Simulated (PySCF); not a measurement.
```yaml
atoms:
  - { symbol: Si, position_ang: [-2.3491, 0.3405, -0.1632] }
  - { symbol: C, position_ang: [-0.8558, -0.3259, -1.1612] }
  - { symbol: C, position_ang: [0.3665, -0.2010, -0.3368] }
  - { symbol: N, position_ang: [0.6762, -1.2175, 0.4586] }
  - { symbol: C, position_ang: [1.7522, -1.0969, 1.2297] }
  - { symbol: C, position_ang: [2.4916, 0.0546, 1.1845] }
  - { symbol: C, position_ang: [2.1244, 1.0726, 0.3459] }
  - { symbol: N, position_ang: [1.0458, 0.9365, -0.4189] }
  - { symbol: H, position_ang: [-3.5298, 0.1961, -1.0159] }
  - { symbol: H, position_ang: [-2.4970, -0.4490, 1.0585] }
  - { symbol: H, position_ang: [-2.1163, 1.7474, 0.1596] }
  - { symbol: H, position_ang: [-0.7372, 0.2541, -2.0739] }
  - { symbol: H, position_ang: [-1.0192, -1.3715, -1.4139] }
  - { symbol: H, position_ang: [1.9831, -1.9399, 1.8664] }
  - { symbol: H, position_ang: [2.6602, 2.0079, 0.2586] }
```

Geometry: GFN2-xTB.

Theory: PySCF 2.14.0, density-fitted response routines, UKS B3LYP, pcH-1 on C H N Si, non-relativistic, mean-field spin-orbit, GIAO.

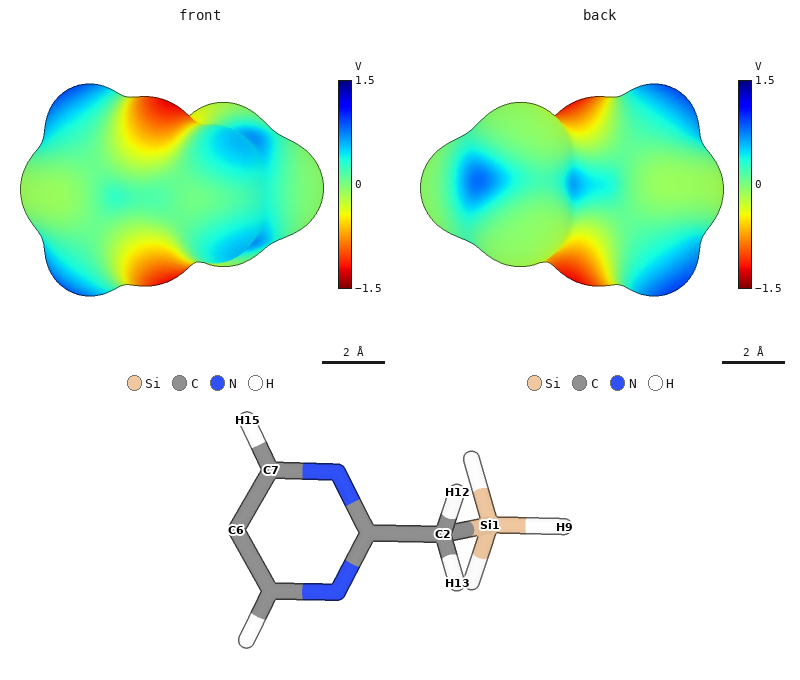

C5H7N2Si (doublet). The electrostatic potential painted on the density surface at 0.001 e/bohr³, seen from the front and from behind; the colour scale runs from red (negative) to blue (positive). The bare structure is drawn below in the same view.

> Describe the electrostatic potential map.

The most negative region (about −1.2 V) lies over N4 and N8, the most positive (about +0.9 V) over H14 and H15.
